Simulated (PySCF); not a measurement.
**Frequency calculation, with input and output: Mn$_{3}$N**

- system: Mn$_{3}$N
- method: RKS-based PBE0, N def2-SVP, Mn def2-SVP; non-relativistic Hamiltonian; density fitting (PySCF 2.14.0)

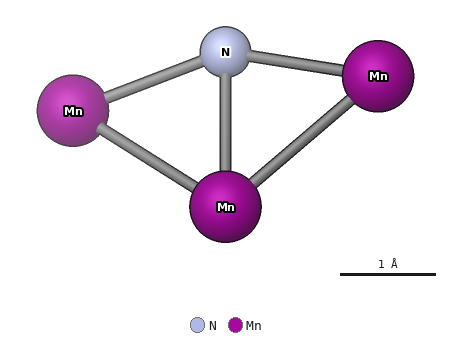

**Figure 1.** The input geometry (ball-and-stick view, seen at a tilt). Sticks mark near contacts.

## Key numbers

- outcome: converged
- total energy: −3506.080153 hartree
- HOMO: −3.99 eV
- LUMO: −1.63 eV
- zero-point energy: 0.005188 hartree
- dipole moment: 0.73 D
- wavenumbers, lowest and highest: 82 and 735 cm⁻¹
- hardware: 2 threads of Arm Neoverse N1, 98 GiB of memory available, shared host
- wall time: 3.3 min (CPU time 5.5 min)
- peak memory: 1.1 GiB

## Remarks

The run takes a singlet; with an open-shell metal another spin state may lie lower.

## The input
```python
from pyscf import gto, scf, dft
mol = gto.M(atom='''
N      0.000000     0.000000    -0.827593
Mn     0.000000     0.000000     0.926001
Mn     1.677979     0.000000    -0.357874
Mn    -1.677979     0.000000    -0.357874''',
    basis={'N': 'def2-SVP', 'Mn': 'def2-SVP'},
    charge=0, spin=0)
mf = dft.RKS(mol, xc='PBE0')
mf.grids.atom_grid = (75, 302)
aux = {'N': 'def2-universal-JKFIT', 'Mn': 'def2-universal-JKFIT'}
mf = mf.density_fit(auxbasis=aux)
mf.conv_tol = 1e-09
mf.diis_space = 10
mf.max_cycle = 60
mf.verbose = 4
mf.kernel()
```

The script is an equivalent of the set-up of the self-consistent field. The run itself was carried out by a driver, which started from the orbitals of the step before it where there was one and computed the further properties.

Run as:
```bash
OMP_NUM_THREADS=2 python axn.py task.json out
```

## Output
```
init E= -3506.08015336862
  HOMO = -0.146679272504887  LUMO = -0.0597947020861649  gap/eV = 2.36425
cycle= 1 E= -3506.08015336797  delta_E= 6.48e-10  |g|= 6.45e-05  |ddm|= 4.01e-05
  HOMO = -0.146677206279322  LUMO = -0.0597993751696175  gap/eV = 2.36407
cycle= 2 E= -3506.08015328944  delta_E= 7.85e-08  |g|= 0.000705  |ddm|= 0.000387
  HOMO = -0.146679073318947  LUMO = -0.0597949488933351  gap/eV = 2.36424
cycle= 3 E= -3506.08015336864  delta_E= -7.92e-08  |g|= 3.68e-06  |ddm|= 0.000356
  HOMO = -0.146679203696494  LUMO = -0.0597950337739825  gap/eV = 2.36424
cycle= 4 E= -3506.08015336865  delta_E= -1e-11  |g|= 1.07e-06  |ddm|= 3.53e-06
  HOMO = -0.146679191644188  LUMO = -0.0597949774230249  gap/eV = 2.36424
Extra cycle  E= -3506.08015336865  delta_E= 2.27e-12  |g|= 3.11e-06  |ddm|= 8.28e-06
converged SCF energy = -3506.08015336865
```

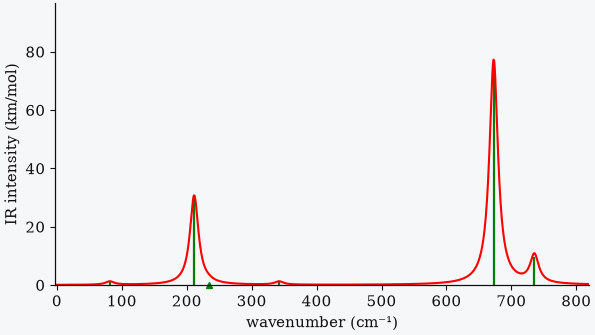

**Figure 2.** Harmonic infrared spectrum, unscaled: sticks (degenerate modes added up, dark ones marked on the axis) with a Lorentzian envelope of 16 cm⁻¹ full width, scaled to the tallest stick. 6 modes from 82 to 735 cm⁻¹, none imaginary. The strongest line is at 673 cm⁻¹ (77 km/mol). All modes, in cm⁻¹ (km/mol): 82 (1.2), 211 (31), 234 (0.3), 342 (1.1), 673 (77), 735 (9.7).

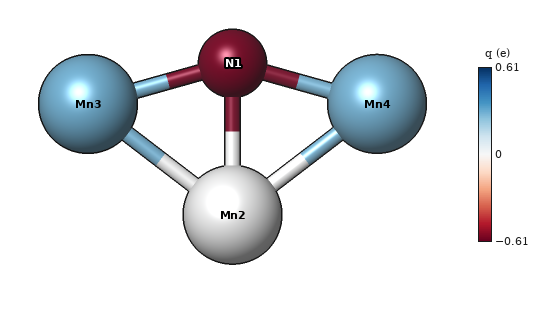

**Figure 3.** Mulliken charges, as the colour of each atom (ball-and-stick view, seen on its broad side; atoms are numbered from 1 in the order of the input). By element: N −0.58 and Mn 0.00 to +0.29 e.
